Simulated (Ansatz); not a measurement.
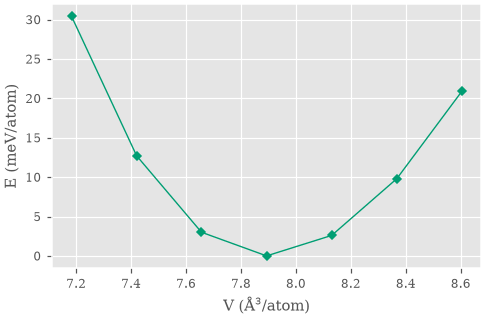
Fig. 1. C in space group Imma (No. 74; C on 8g, C on 8h) under volume change, PBE in the plane-wave PAW code Ansatz, shape and atoms relaxed at each volume.

Question: What does a third-order Birch–Murnaghan fit give for V₀, B₀ and B′?

Answer: V₀ = 7.89 Å³/atom, B₀ = 125 GPa, B′ = 5.1.

The start of the workflow was typed in or built on a structure type; neither database checked (COD, Materials Project) lists it. It is not the phase usual at ambient conditions (space group No. 194, 227). The cell was relaxed with PBE under the symmetry of its start; whether a distortion lowers the energy is not shown.

Potentials: the later of the program's two PAW sets.
